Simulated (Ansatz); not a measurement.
**UMP2/STO-3G run of SiNH4 (SMILES N[SiH2])**

What is the vertical electron affinity of SiNH4 at UMP2/STO-3G? 

Program for the calculation: Ansatz 0.2.0.

45 further runs of the same task are left out: 45 set aside as unsound or not needed.

## 1. The system as given

SiNH4: 6 atoms, total charge 0, spin state doublet. SMILES: `N[SiH2]`. Geometry: relaxed at PBE0-D4/def2-TZVP. This is one conformer, not always the lowest.

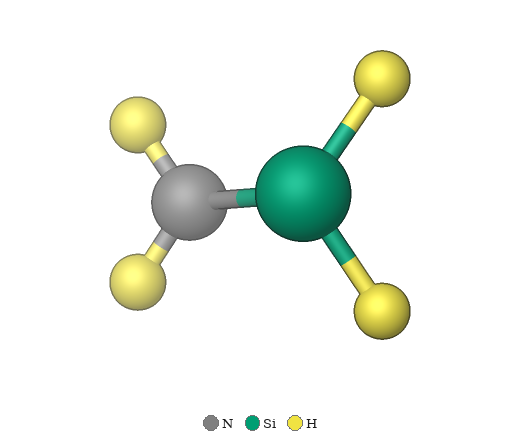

Viewed from a chosen angle; nitrogen grey, silicon teal, hydrogen yellow.

## 2. The energy at UMP2/STO-3G

The input, run.yaml:

```yaml
crystal:
  periodic: [false, false, false]
  atoms:
    - {symbol: "N", position_ang: [-0.062300, -0.863500, 0.020900]}
    - {symbol: Si, position_ang: [0.307400, 0.815300, 0.161600]}
    - {symbol: H, position_ang: [0.565000, -1.475900, -0.476400]}
    - {symbol: H, position_ang: [-0.503600, -1.346500, 0.787600]}
    - {symbol: H, position_ang: [0.657400, 1.307800, -1.204100]}
    - {symbol: H, position_ang: [-0.921600, 1.498900, 0.664300]}
basis:
  gaussian: {orbitals: STO-3G}
magnetization: {spin_polarized: true, initial_magnetization: 1}
correlation: {method: mp2, frozen_orbitals: {H: 0, "N": 1, Si: 5}}
accuracy: high
```

Run with:

```
ansatz run run.yaml --threads 1 --pin off --max-ram 2610MiB --events-out events.jsonl --progress --plain --runs-dir runs
```

Standard output:

```text
Warning: RAYON_NUM_THREADS=1 ignored (pool sized by the plan → 1); use --threads N
Functional definition: HF
  name "HF"
  exchange = exact_x
  correlation = 0
312 factors; integrals over basis functions are off by at most 1.1e-8 eV
mean field evaluation 1: about -9295.0062 eV, gradient 8.8e0 eV
mean field evaluation 2: about -9295.0523 eV, gradient 8.8e0 eV
mean field evaluation 4: about -9295.7179 eV, gradient 1.1e0 eV
mean field evaluation 8: about -9295.7496 eV, gradient 8.8e-3 eV
mean field -9295.74960789 eV, -341.6124972047 hartree, gradient 1.8e-8 eV, S^2 0.751620; 0 other end points of the search recorded, 0 dependent functions left out
6 core orbitals not correlated: weight in the atoms' cores, before any rotation towards them, 1.000 or more for the frozen orbitals, at most 0.000 for the correlated occupied ones
reference -9295.74960789 eV, -341.6124972047 hartree; 7, 6 occupied and 5, 6 virtual orbitals, 312 factors
second order -2.08223729 eV of doubles, -0.00000000 eV of singles
Total energy: -9297.83184518 eV, -341.6890180138 hartree
```

Wall time 0.1 s (1 thread of Arm Neoverse V2, shared host).

## 3. The singlet anion, same level

The input, in.yaml:

```yaml
crystal:
  periodic: [false, false, false]
  atoms:
    - {symbol: "N", position_ang: [-0.062300, -0.863500, 0.020900]}
    - {symbol: Si, position_ang: [0.307400, 0.815300, 0.161600]}
    - {symbol: H, position_ang: [0.565000, -1.475900, -0.476400]}
    - {symbol: H, position_ang: [-0.503600, -1.346500, 0.787600]}
    - {symbol: H, position_ang: [0.657400, 1.307800, -1.204100]}
    - {symbol: H, position_ang: [-0.921600, 1.498900, 0.664300]}
basis:
  gaussian:
    orbitals: STO-3G
total_charge: -1
correlation:
  method: mp2
  frozen_orbitals: {H: 0, "N": 1, Si: 5}
accuracy: high
```

Run with:

```
ansatz run in.yaml --threads 1 --pin off --max-ram 2610MiB --events-out events.jsonl --progress --plain --runs-dir runs
```

Standard output:

```text
Warning: RAYON_NUM_THREADS=1 ignored (pool sized by the plan → 1); use --threads N
[... 4 set-up lines as earlier in the session ...]
312 factors; integrals over basis functions are off by at most 1.1e-8 eV
mean field evaluation 1: about -9289.0623 eV, gradient 9.6e0 eV
mean field evaluation 2: about -9289.1297 eV, gradient 9.5e0 eV
mean field evaluation 4: about -9289.7040 eV, gradient 5.8e-1 eV
mean field evaluation 8: about -9289.7058 eV, gradient 3.2e-6 eV
mean field -9289.70579162 eV, -341.3903910533 hartree, gradient 2.3e-8 eV, S^2 0.000000; 0 other end points of the search recorded, 0 dependent functions left out
6 core orbitals not correlated: weight in the atoms' cores, before any rotation towards them, 1.000 or more for the frozen orbitals, at most 0.000 for the correlated occupied ones
reference -9289.70579162 eV, -341.3903910533 hartree; 7, 7 occupied and 5, 5 virtual orbitals, 312 factors
second order -1.93399913 eV of doubles, -0.00000000 eV of singles
Total energy: -9291.63979075 eV, -341.4614642106 hartree
```

Run time: 0.1 s. Hardware: 1 thread of Arm Neoverse V2, shared host.

## 4. What came out

At UMP2/STO-3G, 6 core orbitals frozen:

| quantity | value |
| --- | --- |
| doublet SiNH4: total energy | -341.68902 Eh |
| doublet SiNH4: correlation energy (6 core orbitals frozen) | -76.5 mEh |
| doublet SiNH4: ⟨S²⟩ of the reference determinant | 0.752 |
| singlet anion: total energy | -341.46146 Eh |
| singlet anion: correlation energy (6 core orbitals frozen) | -71.1 mEh |
| vertical electron affinity (to the singlet anion) | -6.192 eV |

**Reading.** The anion lies 6.19 eV (143 kcal/mol) above the neutral: the electron isn't bound at this level, and such a value depends on the basis. Without diffuse functions anions come out too high. In a minimal basis such a difference can be off by several eV, whatever the method.
